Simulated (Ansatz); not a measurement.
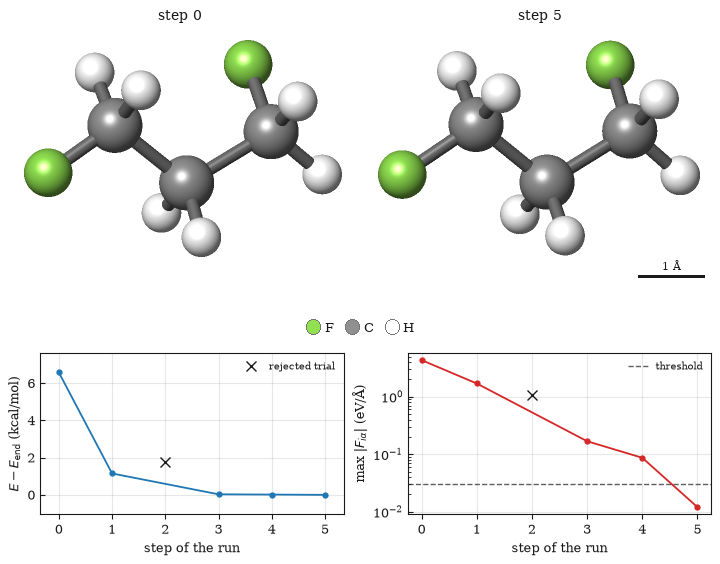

First and last geometry of a relaxation of C₃H₆F₂ (coarse preliminary run), with the history of the run. A ball-and-stick model, seen at a tilt.

The start comes from a force field.

The calculation used RKS PBE-D4/def2-SVP (Ansatz 0.2.0).

The input:
```yaml
crystal:
  periodic: [false, false, false]
  atoms:
    - {symbol: F, position_ang: [-1.920200, 1.392500, -0.072600]}
    - {symbol: C, position_ang: [-0.742000, 1.020400, 0.276500]}
    - {symbol: C, position_ang: [-0.399000, -0.308600, -0.373700]}
    - {symbol: C, position_ang: [0.976100, -0.862500, 0.044700]}
    - {symbol: F, position_ang: [1.940300, 0.096100, -0.266200]}
    - {symbol: H, position_ang: [-0.682100, 0.921700, 1.380900]}
    - {symbol: H, position_ang: [-0.001600, 1.800200, 0.022200]}
    - {symbol: H, position_ang: [-0.381400, -0.173200, -1.467600]}
    - {symbol: H, position_ang: [-1.198300, -1.033400, -0.154900]}
    - {symbol: H, position_ang: [0.996300, -1.007800, 1.105100]}
    - {symbol: H, position_ang: [1.237200, -1.818400, -0.486300]}
basis:
  gaussian: {orbitals: def2-SVP}
hamiltonian: {xc: pbe, dispersion: d4}
relax: {f_tol: 0.03, max_steps: 200}
```

Did the run converge, and what did it change?

It converged. After 4 accepted moves (5 points after the start) the energy has fallen by 6.58 kcal/mol. The largest force component goes from 4.3 to 0.012 eV/Å. The line search rejected the trial step at point 2 of the run. The atom that moves furthest after the best rigid fit is F1 (0.095 Å). Largest moves by element: F 0.095 Å, H 0.072 Å, C 0.029 Å. Among the contacts that change: F1–C2 1.284 → 1.386 Å, C4–H10 1.070 → 1.115 Å, C3–C4 1.540 → 1.518 Å, C4–H11 1.124 → 1.113 Å. Bond angles that change, for instance: H6–C2–H7 104.8° → 107.9°, H10–C4–H11 110.4° → 108.0°, C3–C4–F5 108.0° → 110.4°.
